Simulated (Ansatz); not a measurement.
## SnHCl3: frequency calculation

SnHCl3, computed with RKS PBE-D4/def2-SVPD (Ansatz 0.2.0).

It belongs to a series of runs on one base structure; here: vibrations at the highest image of the band. Figures and captions count atoms from 1; the log counts them from 0 in places.

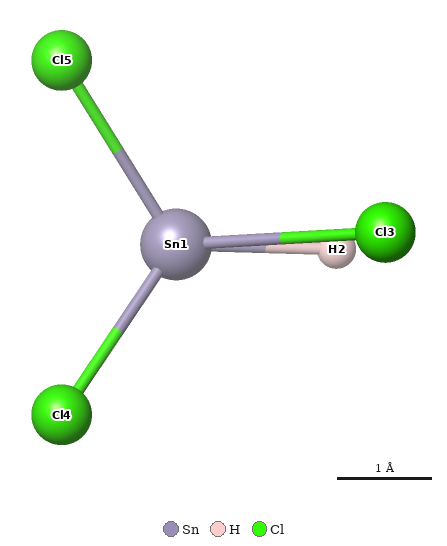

Figure 1. The structure (ball-and-stick view, seen on its broad side; atoms are numbered from 1 in the order of the input). Sticks mark near contacts. Bond lengths as drawn: Cl–Sn 2.38 to 2.60 Å and H–Sn 1.78 Å.

**Input file**
```yaml
crystal:
  periodic: [false, false, false]
  atoms:
    - { symbol: Sn, position_ang: [-0.268533, 0.004483, 0.413148] }
    - { symbol: H, position_ang: [0.92422, 0.004652, 1.740628] }
    - { symbol: Cl, position_ang: [2.335563, -0.011644, 0.413386] }
    - { symbol: Cl, position_ang: [-0.903463, 1.896542, -0.883065] }
    - { symbol: Cl, position_ang: [-0.926489, -1.894032, -0.861897] }
basis:
  gaussian: { orbitals: def2-SVPD }
hamiltonian:
  xc: pbe
  dispersion: d4
phonons: {}
```

Machine: 4 threads of Intel Xeon (Sapphire Rapids), 32 GiB of memory available, shared host.

Command:
```bash
ansatz run input.yaml --threads 4 --pin off --max-ram 5120MiB --backend cpu --events-out ev --progress --plain --runs-dir out
```

**The program's output**
```
Engine: ansatz 0.2.0, x86_64-unknown-linux-gnu
Functional definition: PBE
  parameter kappa = 0.804
  parameter beta = 0.06672455060314922
  exchange = pbe_x(kappa = kappa, mu = beta*pi^2/3)
  correlation = pbe_c(beta = beta)
1245 factors; their error is unknown
mean field evaluation 1: about -43388.6584 eV, gradient 2.7e1 eV
mean field evaluation 2: about -43370.3684 eV, gradient 7.9e1 eV
mean field evaluation 4: about -43390.7138 eV, gradient 8.3e0 eV
mean field evaluation 8: about -43390.9924 eV, gradient 2.1e-1 eV
mean field evaluation 16: about -43390.9626 eV, gradient 7.4e-5 eV
mean field -43390.96256559 eV, -1594.5884628347 hartree, gradient 5.2e-5 eV, S^2 0.000000; 0 other end points of the search recorded, 0 dependent functions left out
the calculation of the forces begins
reference -43390.96261445 eV, -1594.5884646301 hartree; 37, 37 occupied and 84, 84 virtual orbitals, 1245 factors
these checks for a lower state are left out or cut short: stability, starts, cluster_reference, orbital_swaps, neighbouring_geometries, increment
1245 factors; their error is unknown
mean field -43390.96258390 eV, -1594.5884635074 hartree, gradient 2.3e-6 eV, S^2 0.000000; 0 other end points of the search recorded, 0 dependent functions left out
[... from here on the field's lines of each further geometry are left out, up to the last ...]
the calculation of the forces begins
reference -43390.96258772 eV, -1594.5884636480 hartree; 37, 37 occupied and 84, 84 virtual orbitals, 1245 factors
these checks for a lower state are left out or cut short: stability, starts, cluster_reference, orbital_swaps, neighbouring_geometries, increment
1245 factors; their error is unknown
mean field -43390.96256868 eV, -1594.5884629484 hartree, gradient 2.7e-6 eV, S^2 0.000000; 0 other end points of the search recorded, 0 dependent functions left out
the calculation of the forces begins
reference -43390.96261754 eV, -1594.5884647439 hartree; 37, 37 occupied and 84, 84 virtual orbitals, 1245 factors
WARN: phonons: modes at or below zero, which the zero-point energy, F, S and C_V leave out: 1, the lowest at -898.60 cm⁻¹. A minimum has none, and a first-order saddle one
Total energy: -43391.13795398 eV, -1594.5949082390 hartree
Atom 0 at    -0.268533     0.004483     0.413148 Å, force     0.000101     0.000268    -0.000182 eV/Å
Atom 1 at     0.924220     0.004652     1.740628 Å, force     0.000068    -0.000070     0.000065 eV/Å
Atom 2 at     2.335563    -0.011644     0.413386 Å, force    -0.000270     0.000121    -0.000015 eV/Å
Atom 3 at    -0.903463     1.896542    -0.883065 Å, force     0.000164    -0.000277     0.000150 eV/Å
Atom 4 at    -0.926489    -1.894032    -0.861897 Å, force    -0.000063    -0.000042    -0.000019 eV/Å
Dipole moment:    -0.257146     0.004268     0.482081 e Å
Vibrations: -898.60 73.51 87.63 106.17 292.97 344.89 350.89 413.45 1579.46 cm⁻¹, zero-point energy 0.201411 eV
```

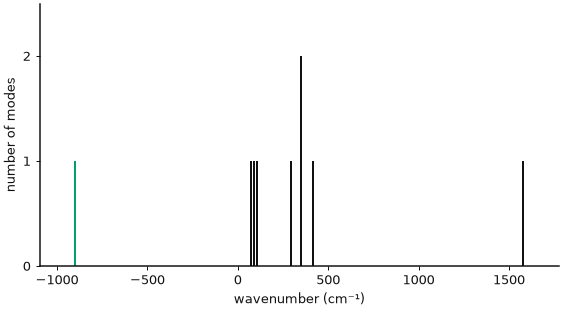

Figure 2. Harmonic vibrational wavenumbers from the force constants; neighbouring modes closer than 11 cm⁻¹ are counted in one stick, and imaginary ones are drawn at negative wavenumbers. 9 modes from 899i to 1579 cm⁻¹, 1 imaginary beyond 8i (899i cm⁻¹): a first-order saddle point, if the geometry is stationary.

**Summary**

| quantity | value |
| --- | --- |
| outcome | converged |
| total energy | −43391.1380 eV |
| mean-field energy | −43390.9626 eV |
| largest force (length of the vector) | under 0.001 eV/Å |
| wall time | 18 s (CPU time 63 s) |
| peak memory | 0.2 GiB |
